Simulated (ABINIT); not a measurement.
# A GW chain in ABINIT: KI (Fm-3m)

Aim: the G0W0 gap of KI (Fm-3m) on PBE with spin-orbit coupling, step by step.

Method: PBE and many-body steps on it, plane waves, in ABINIT 10.8.3.

## (1) The starting structure

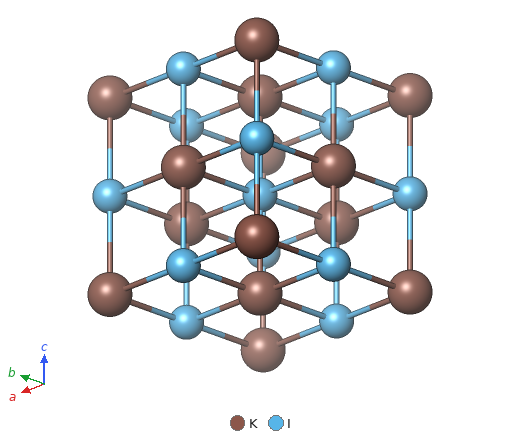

The starting structure, seen from a free direction (potassium brown, iodine blue). This picture shows the conventional cell, with its axes. Some periodic images of atoms are drawn too.

The cell and positions come from the Crystallography Open Database and are kept as given unless a step says otherwise.

## (2) Ground state

This step: ABINIT 10.8.3; DFT, PBE with spin-orbit coupling, plane waves, norm-conserving pseudopotentials.

The ground-state density comes first.

File run.abi:

```
acell 3*1.0 Angstrom
rprim 
  0.000000000000 3.532775000000 3.532775000000
  3.532775000000 0.000000000000 3.532775000000
  3.532775000000 3.532775000000 -0.000000000000
ntypat 2
znucl 19 53
natom 2
typat 1 2
xred 
  0.000000000000 0.000000000000 0.000000000000
  0.500000000000 0.500000000000 0.500000000000
pp_dirpath "pseudos"
pseudos "K.upf, I.upf"
ecut 33
nspinor 2
ngkpt 4 4 4
nshiftk 1
shiftk 0 0 0
kptopt 1
chksymbreak 0
nband 26
occopt 1
tolvrs 1e-10
nstep 60
prtwf 0
optforces 0
optstress 0
indata_prefix "in"
outdata_prefix "out"
tmpdata_prefix "tmp"
```

Launch:

```sh
OMP_NUM_THREADS=1 mpirun -n 4 abinit run.abi > log
```

Numbers of over 12 decimals in the logs are rounded to 6 here.

The log of the run:

```text
.Version 10.8.3 of ABINIT. v10.8.2 released Aug 2026.

 Symmetries : space group Fm -3 m (#225); Bravais cF (face-center cubic)
================================================================================
 Values of the parameters that define the memory need of the present run
     intxc =       0    ionmov =       0      iscf =       7    lmnmax =      18
     lnmax =      18     mgfft =      50  mpssoang =       5    mqgrid =    3001
     natom =       2  nloc_mem =       1    nspden =       1   nspinor =       2
    nsppol =       1      nsym =      48    n1xccc =    2501    ntypat =       2
    occopt =       1   xclevel =       2
-    mband =          26        mffmem =           1         mkmem =           2
       mpw =        5434          nfft =      125000          nkpt =           8
================================================================================
  Rough estimation (10% accuracy) of disk space for files :
================================================================================

--------------------------------------------------------------------------------
------------- Echo of variables that govern the present computation ------------
--------------------------------------------------------------------------------
 -outvars: echo values of preprocessed input variables --------
            acell      1.8897261259E+00  1.8897261259E+00  1.8897261259E+00 Bohr

      chksymbreak           0
             ecut      3.30000000E+01 Hartree
-          fftalg         312

              ixc     -101130
              kpt      0.00000000E+00  0.00000000E+00  0.00000000E+00
                       2.50000000E-01  0.00000000E+00  0.00000000E+00
                       5.00000000E-01  0.00000000E+00  0.00000000E+00
                       2.50000000E-01  2.50000000E-01  0.00000000E+00
                       5.00000000E-01  2.50000000E-01  0.00000000E+00
                      -2.50000000E-01  2.50000000E-01  0.00000000E+00
                       5.00000000E-01  5.00000000E-01  0.00000000E+00
                      -2.50000000E-01  5.00000000E-01  2.50000000E-01
         kptrlatt        4    0    0      0    4    0      0    0    4
          kptrlen      3.77650301E+01
P           mkmem           2
            natom           2
            nband          26
            ngfft          50      50      50
             nkpt           8
          nspinor           2
            nstep          60
             nsym          48
           ntypat           2
              occ      1.000000  1.000000  1.000000  1.000000  1.000000  1.000000
                       1.000000  1.000000  1.000000  1.000000  1.000000  1.000000
                       1.000000  1.000000  1.000000  1.000000  0.000000  0.000000
                       0.000000  0.000000  0.000000  0.000000  0.000000  0.000000
                       0.000000  0.000000
        optforces           0
        optstress           0
            prtwf           0
            rprim      0.0000000000E+00  3.5327750000E+00  3.5327750000E+00
                       3.5327750000E+00  0.0000000000E+00  3.5327750000E+00
                       3.5327750000E+00  3.5327750000E+00 -0.0000000000E+00
          spgroup         225

           tolvrs      1.00000000E-10

             xred      0.0000000000E+00  0.0000000000E+00  0.0000000000E+00
                       5.0000000000E-01  5.0000000000E-01  5.0000000000E-01
            znucl       19.00000   53.00000

================================================================================

 chkinp: Checking input parameters for consistency.

================================================================================
== DATASET  1 ==================================================================
-   mpi_nproc: 4, omp_nthreads: 1 (-1 if OMP is not activated)

--- !DatasetInfo
iteration_state: {dtset: 1, }
dimensions: {natom: 2, nkpt: 8, mband: 26, nsppol: 1, nspinor: 2, nspden: 1, mpw: 5434, }
cutoff_energies: {ecut:  33.0, pawecutdg:  -1.0, }
electrons: {nelect:   1.60000000E+01, charge:   0.00000000E+00, occopt:   1.00000000E+00, tsmear:   1.00000000E-02, }

 Real(R)+Recip(G) space primitive vectors, cartesian coordinates (Bohr,Bohr^-1):
 R(1)=  0.0000000  6.6759772  6.6759772  G(1)= -0.0748954  0.0748954  0.0748954
 R(2)=  6.6759772  0.0000000  6.6759772  G(2)=  0.0748954 -0.0748954  0.0748954
 R(3)=  6.6759772  6.6759772  0.0000000  G(3)=  0.0748954  0.0748954 -0.0748954
 Unit cell volume ucvol=  5.9507887E+02 bohr^3
 Angles (23,13,12)=  6.00000000E+01  6.00000000E+01  6.00000000E+01 degrees

 getcut: wavevector=  0.0000  0.0000  0.0000  ngfft=  50  50  50
         ecut(hartree)=     33.000   => boxcut(ratio)=   2.04876

--- Pseudopotential description ------------------------------------------------
- K Generated using ONCVPSP code by D. R. Hamann
- 19.00000   9.00000  180418                  znucl, zion, pspdat
12 -101130 2 -1 2222                          pspcod,pspxc,lmax,lloc,mmax
     nproj     2     3     2     0
     spin-orbit psp
        nprojso     3     4     0
  pspatm : epsatm=    8.42858871
         --- l  ekb(1:nproj) -->
             0    0.806288   10.869902
             1    4.378793    0.553430    0.000047
             2   -3.405517   -1.029007
  spin-orbit 1    0.035097   -0.028470    0.003405
  spin-orbit 2    0.002517    0.000596   -0.000210   -0.000061
 pspatm: atomic psp has been read  and splines computed

- I Generated using ONCVPSP code by D. R. Hamann
- 53.00000   7.00000  180423                  znucl, zion, pspdat
12 -101130 2 -1 1210                          pspcod,pspxc,lmax,lloc,mmax
     nproj     2     4     4     0
     spin-orbit psp
        nprojso     4     4     0
  pspatm : epsatm=   19.15675463
         --- l  ekb(1:nproj) -->
             0    0.912828    5.952026
             1    3.997763    0.747877    0.008227    0.000022
             2    4.180861    0.714097    0.003511    0.000039
  spin-orbit 1   -0.419626    0.211238    0.050102   -0.000483
  spin-orbit 2    0.305294   -0.042129    0.013865   -0.001013
 pspatm: atomic psp has been read  and splines computed

   4.41365494E+02                                ecore*ucvol(ha*bohr**3)
--------------------------------------------------------------------------------

_setup2: Arith. and geom. avg. npw (full set) are    5384.078    5384.049

================================================================================

--- !BeginCycle
iteration_state: {dtset: 1, }
solver: {iscf: 7, nstep: 60, nline: 4, wfoptalg: 0, }
tolerances: {tolvrs: 1.00E-10, }

     iter   Etot(hartree)      deltaE(h)  residm     vres2
 ETOT  1  -43.090899479889    -4.309E+01 2.340E-02 7.036E+01
 ETOT  2  -43.108340523715    -1.744E-02 3.150E-03 3.138E+00
 ETOT  3  -43.108442262998    -1.017E-04 9.505E-03 4.788E-01
 ETOT  4  -43.108450417294    -8.154E-06 3.340E-03 6.008E-02
 ETOT  5  -43.108451791942    -1.375E-06 1.109E-03 1.047E-03
 ETOT  6  -43.108451893230    -1.013E-07 1.266E-03 6.417E-05
 ETOT  7  -43.108451895287    -2.057E-09 3.249E-04 2.578E-06
 ETOT  8  -43.108451895404    -1.168E-10 2.668E-04 8.015E-08
 ETOT  9  -43.108451895407    -3.674E-12 3.763E-04 1.052E-09
 ETOT 10  -43.108451895408    -3.340E-13 2.571E-04 2.627E-11

 At SCF step   10       vres2   =  2.63E-11 < tolvrs=  1.00E-10 =>converged.

--- !ResultsGS
iteration_state: {dtset: 1, }
comment   : Summary of ground state results
lattice_vectors:
- [  0.0000000,   6.6759772,   6.6759772, ]
- [  6.6759772,   0.0000000,   6.6759772, ]
- [  6.6759772,   6.6759772,  -0.0000000, ]
lattice_lengths: [   9.44126,    9.44126,    9.44126, ]
lattice_angles: [ 60.000,  60.000,  60.000, ] # degrees, (23, 13, 12)
lattice_volume:   5.9507887E+02
convergence: {deltae: -3.340E-13, res2:  2.627E-11, residm:  2.571E-04, diffor:  0.000E+00, }
etotal    :  -4.31084519E+01
entropy   :   0.00000000E+00
fermie    :   1.62804083E-02
cartesian_stress_tensor: null
pressure_GPa: null
xred      :
- [  0.0000E+00,   0.0000E+00,   0.0000E+00,  K]
- [  5.0000E-01,   5.0000E-01,   5.0000E-01,  I]
cartesian_forces: null
force_length_stats: {min: null, max: null, mean: null, }

 Integrated electronic density in atomic spheres:
 ------------------------------------------------
 Atom  Sphere_radius  Integrated_density
    1        2.00000          6.92230143
    2        2.00000          2.87711122
================================================================================

 ----iterations are completed or convergence reached----

 Mean square residual over all n,k,spin=   27.656E-07; max=  25.713E-05
 reduced coordinates (array xred) for    2 atoms
       0.000000000000      0.000000000000      0.000000000000
       0.500000000000      0.500000000000      0.500000000000
 rms dE/dt=  0.0000E+00; max dE/dt=  0.0000E+00; dE/dt below (all hartree)
    1       0.000000000000      0.000000000000      0.000000000000
    2       0.000000000000      0.000000000000      0.000000000000

 cartesian coordinates (angstrom) at end:
    1      0.000000     0.000000     0.000000
    2      3.532775     3.532775     3.532775
 length scales=  1.889726125908  1.889726125908  1.889726125908 bohr
              =  1.000000000000  1.000000000000  1.000000000000 angstroms
 prteigrs : about to open file out_EIG
 Fermi (or HOMO) energy (hartree) =   0.01628   Average Vxc (hartree)=  -0.26584
 Eigenvalues (hartree) for nkpt=   8  k points:
 kpt#   1, nband= 26, wtk=  0.01563, kpt=  0.0000  0.0000  0.0000 (reduced coord)
  -1.04279   -1.04279   -0.44254   -0.44254   -0.43277   -0.43277   -0.43277   -0.43277
  -0.38071   -0.38071   -0.02129   -0.02129    0.01628    0.01628    0.01628    0.01628
   0.15008    0.15008    0.24320    0.24320    0.24320    0.24320    0.24379    0.24379
   0.26989    0.26989
 prteigrs : prtvol=0 or 1, do not print more k-points.

--- !EnergyTerms
iteration_state     : {dtset: 1, }
comment             : Components of total free energy in Hartree
kinetic             :  1.34703487494357E+01
hartree             :  9.56417602358717E+00
xc                  : -1.04159819887491E+01
Ewald energy        : -2.74618377792638E+01
psp_core            :  7.41692425148782E-01
local_psp           : -3.51530749629279E+01
non_local_psp       :  6.14622563736130E+00
total_energy        : -4.31084518954078E+01
total_energy_eV     : -1.17304073499223E+03
band_energy         : -5.56086353011459E+00

== END DATASET(S) ==============================================================
================================================================================

 -outvars: echo values of variables after computation  --------
           etotal     -4.3108451895E+01
            nband          26
             nkpt           8
          spgroup         225
 [... the other variables as echoed above ...]

 Calculation completed.
```

Run time: 35 s. Hardware: 4 MPI ranks of Arm Neoverse V1, shared host; peak memory 0.39 GiB; 2.3 min of CPU time.

This step gave:

```yaml
total_energy: -1173.0407 eV
gap: 3.641 eV
k_of_the_valence_top: 0, 0, 0
k_of_the_conduction_bottom: 0, 0, 0
least_direct_gap: 3.641 eV
```

The gap is direct, at Γ.

## (3) Bands along the symmetry lines

Levels along a band path, at the cheap level, show where the edges lie and whether the meshes to come will hold them.

File run.abi:

```
acell 3*1.0 Angstrom
rprim 
  0.000000000000 3.532775000000 3.532775000000
  3.532775000000 0.000000000000 3.532775000000
  3.532775000000 3.532775000000 -0.000000000000
ntypat 2
znucl 19 53
natom 2
typat 1 2
xred 
  0.000000000000 0.000000000000 0.000000000000
  0.500000000000 0.500000000000 0.500000000000
pp_dirpath "pseudos"
pseudos "K.upf, I.upf"
ecut 33
nspinor 2
iscf -2
irdden 1
kptopt 0
nkpt 26
kpt 
  0.00000000 0.00000000 0.00000000
  0.12500000 0.00000000 0.12500000
  0.25000000 0.00000000 0.25000000
  0.37500000 0.00000000 0.37500000
  0.50000000 0.00000000 0.50000000
  0.53125000 0.06250000 0.53125000
  0.56250000 0.12500000 0.56250000
  0.59375000 0.18750000 0.59375000
  0.62500000 0.25000000 0.62500000
  0.37500000 0.37500000 0.75000000
  0.28125000 0.28125000 0.56250000
  0.18750000 0.18750000 0.37500000
  0.09375000 0.09375000 0.18750000
  0.00000000 0.00000000 0.00000000
  0.12500000 0.12500000 0.12500000
  0.25000000 0.25000000 0.25000000
  0.37500000 0.37500000 0.37500000
  0.50000000 0.50000000 0.50000000
  0.50000000 0.43750000 0.56250000
  0.50000000 0.37500000 0.62500000
  0.50000000 0.31250000 0.68750000
  0.50000000 0.25000000 0.75000000
  0.50000000 0.18750000 0.68750000
  0.50000000 0.12500000 0.62500000
  0.50000000 0.06250000 0.56250000
  0.50000000 0.00000000 0.50000000
istwfk *1
nband 32
nbdbuf 6
tolwfr 1e-08
nstep 40
prtwf 0
prtvol 0
indata_prefix "in"
outdata_prefix "out"
tmpdata_prefix "tmp"
```

The log of the run:

```text
.Version 10.8.3 of ABINIT. v10.8.2 released Aug 2026.

 Symmetries : space group Fm -3 m (#225); Bravais cF (face-center cubic)
[... echo of the input left out ...]
== DATASET  1 ==================================================================
-   mpi_nproc: 4, omp_nthreads: 1 (-1 if OMP is not activated)

--- !DatasetInfo
iteration_state: {dtset: 1, }
dimensions: {natom: 2, nkpt: 26, mband: 32, nsppol: 1, nspinor: 2, nspden: 1, mpw: 5434, }
cutoff_energies: {ecut:  33.0, pawecutdg:  -1.0, }
electrons: {nelect:   1.60000000E+01, charge:   0.00000000E+00, occopt:   1.00000000E+00, tsmear:   1.00000000E-02, }

 Real(R)+Recip(G) space primitive vectors, cartesian coordinates (Bohr,Bohr^-1):
 R(1)=  0.0000000  6.6759772  6.6759772  G(1)= -0.0748954  0.0748954  0.0748954
 R(2)=  6.6759772  0.0000000  6.6759772  G(2)=  0.0748954 -0.0748954  0.0748954
 R(3)=  6.6759772  6.6759772  0.0000000  G(3)=  0.0748954  0.0748954 -0.0748954
 Unit cell volume ucvol=  5.9507887E+02 bohr^3
 Angles (23,13,12)=  6.00000000E+01  6.00000000E+01  6.00000000E+01 degrees

 getcut: wavevector=  0.0000  0.0000  0.0000  ngfft=  50  50  50
         ecut(hartree)=     33.000   => boxcut(ratio)=   2.04876

--- Pseudopotential description ------------------------------------------------
- K Generated using ONCVPSP code by D. R. Hamann
- 19.00000   9.00000  180418                  znucl, zion, pspdat
12 -101130 2 -1 2222                          pspcod,pspxc,lmax,lloc,mmax
     nproj     2     3     2     0
     spin-orbit psp
        nprojso     3     4     0
  pspatm : epsatm=    8.42858871
         --- l  ekb(1:nproj) -->
             0    0.806288   10.869902
             1    4.378793    0.553430    0.000047
             2   -3.405517   -1.029007
  spin-orbit 1    0.035097   -0.028470    0.003405
  spin-orbit 2    0.002517    0.000596   -0.000210   -0.000061
 pspatm: atomic psp has been read  and splines computed

- I Generated using ONCVPSP code by D. R. Hamann
- 53.00000   7.00000  180423                  znucl, zion, pspdat
12 -101130 2 -1 1210                          pspcod,pspxc,lmax,lloc,mmax
     nproj     2     4     4     0
     spin-orbit psp
        nprojso     4     4     0
  pspatm : epsatm=   19.15675463
         --- l  ekb(1:nproj) -->
             0    0.912828    5.952026
             1    3.997763    0.747877    0.008227    0.000022
             2    4.180861    0.714097    0.003511    0.000039
  spin-orbit 1   -0.419626    0.211238    0.050102   -0.000483
  spin-orbit 2    0.305294   -0.042129    0.013865   -0.001013
 pspatm: atomic psp has been read  and splines computed

--------------------------------------------------------------------------------

================================================================================
 prteigrs : about to open file out_EIG
 Non-SCF case, kpt    1 (  0.00000  0.00000  0.00000), residuals and eigenvalues=
[...]
4.2683E-01  4.2949E-01
 Non-SCF case, kpt    3 (  0.25000  0.00000  0.25000), residuals and eigenvalues=
[...]
4.0472E-01  4.0503E-01
[...]
Non-SCF case, kpt   25 (  0.50000  0.06250  0.56250), residuals and eigenvalues=
[...]
4.0887E-01  4.1471E-01
 Non-SCF case, kpt   26 (  0.50000  0.00000  0.50000), residuals and eigenvalues=
[...]
2.1648E-01  2.1648E-01  3.0219E-01  3.0219E-01  3.2423E-01  3.2423E-01
  3.2732E-01  3.2732E-01  3.5607E-01  3.5607E-01  3.5624E-01  3.5624E-01
  4.1245E-01  4.1265E-01

--- !ResultsGS
iteration_state: {dtset: 1, }
comment   : Summary of ground state results
lattice_vectors:
- [  0.0000000,   6.6759772,   6.6759772, ]
- [  6.6759772,   0.0000000,   6.6759772, ]
- [  6.6759772,   6.6759772,  -0.0000000, ]
lattice_lengths: [   9.44126,    9.44126,    9.44126, ]
lattice_angles: [ 60.000,  60.000,  60.000, ] # degrees, (23, 13, 12)
lattice_volume:   5.9507887E+02
convergence: {deltae:  0.000E+00, res2:  0.000E+00, residm:  9.992E-09, diffor:  0.000E+00, }
etotal    :  -4.31084519E+01
entropy   :   0.00000000E+00
fermie    :   1.62804083E-02
cartesian_stress_tensor: null
pressure_GPa: null
xred      :
- [  0.0000E+00,   0.0000E+00,   0.0000E+00,  K]
- [  5.0000E-01,   5.0000E-01,   5.0000E-01,  I]
cartesian_forces: null
force_length_stats: {min: null, max: null, mean: null, }

 Integrated electronic density in atomic spheres:
 ------------------------------------------------
 Atom  Sphere_radius  Integrated_density
    1        2.00000          6.92230143
    2        2.00000          2.87711122
================================================================================

 ----iterations are completed or convergence reached----

 Mean square residual over all n,k,spin=   61.777E-10; max=  99.924E-10
 reduced coordinates (array xred) for    2 atoms
       0.000000000000      0.000000000000      0.000000000000
       0.500000000000      0.500000000000      0.500000000000

 cartesian coordinates (angstrom) at end:
    1      0.000000     0.000000     0.000000
    2      3.532775     3.532775     3.532775
 length scales=  1.889726125908  1.889726125908  1.889726125908 bohr
              =  1.000000000000  1.000000000000  1.000000000000 angstroms
 prteigrs : about to open file out_EIG
 Eigenvalues (hartree) for nkpt=  26  k points:
 kpt#   1, nband= 32, wtk=  1.00000, kpt=  0.0000  0.0000  0.0000 (reduced coord)
[...]
kpt#   2, nband= 32, wtk=  1.00000, kpt=  0.1250  0.0000  0.1250 (reduced coord)
[...]
kpt#   3, nband= 32, wtk=  1.00000, kpt=  0.2500  0.0000  0.2500 (reduced coord)
[...]
kpt#  25, nband= 32, wtk=  1.00000, kpt=  0.5000  0.0625  0.5625 (reduced coord)
[...]
kpt#  26, nband= 32, wtk=  1.00000, kpt=  0.5000  0.0000  0.5000 (reduced coord)
[...]
0.18580    0.18580    0.21648    0.21648    0.30219    0.30219    0.32423    0.32423
   0.32732    0.32732    0.35607    0.35607    0.35624    0.35624    0.41245    0.41265

== END DATASET(S) ==============================================================
================================================================================

 -outvars: echo values of variables after computation  --------
            nband          32
             nkpt          26
          spgroup         225
 [... the other variables as echoed above ...]

 Calculation completed.
```

The job ended after 94 s (4 MPI ranks; peak memory 0.43 GiB; 6.3 min of CPU time).

Numbers from this step:

| Property | Result |
| --- | --- |
| gap | 3.641 eV |
| k of the valence top | 0, 0, 0 |
| k of the conduction bottom | 0, 0, 0 |
| least direct gap | 3.641 eV |

The gap is 3.641 eV, as in the run before at this level.

Electronic bands along the path, in eV, zero at the top of the highest filled band; v1 is the highest filled band, c1 the lowest empty one:

```csv
point,v4,v3,v2,v1,c1,c2,c3,c4
Γ,0.00,0.00,0.00,0.00,3.64,3.64,6.17,6.17
X,-0.76,-0.76,-0.40,-0.40,4.61,4.61,5.45,5.45
U,-0.88,-0.88,-0.53,-0.53,5.29,5.29,6.31,6.31
jump to K,-0.88,-0.88,-0.53,-0.53,5.29,5.29,6.31,6.31
Γ,0.00,0.00,0.00,0.00,3.64,3.64,6.17,6.17
L,-0.82,-0.82,-0.36,-0.36,5.20,5.20,7.38,7.38
W,-0.80,-0.80,-0.69,-0.69,6.08,6.08,6.19,6.19
X,-0.76,-0.76,-0.40,-0.40,4.61,4.61,5.45,5.45
```

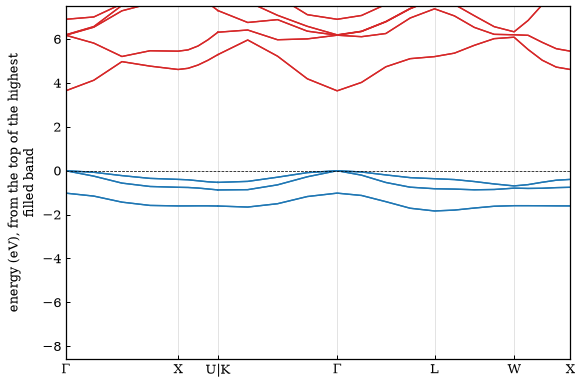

Electronic bands along the path; lines of filled and empty bands in two colours.

(Part 1 of 2 ends here.)

[Paths, hosts, dates, memory and timing lines, banners, echoed tables and standing remarks are left out of the program output.]

[Logs are printed without paths, hosts, clocks, repeated set-up lines and the standing remarks that a program may print on its own settings, such as how far it seeks lower states.]

[Runs of the session that timed out or met a known fault of the program may be left out.]

[Hosts, paths, dates, database ids (printed as entryN), source tags and the programs' standing remarks are cut or masked in the printed files.]

[G0W0 gaps are taken among the corrected bands and points alone; a level outside them can change the order at an edge.]

[Where Ansatz stands beside ABINIT at settings called matched, ABINIT's density can come from a denser mesh and the files from another edition; pairs whose starting gaps differed by over 0.03 eV were left out, so agreement reads better than it is.]
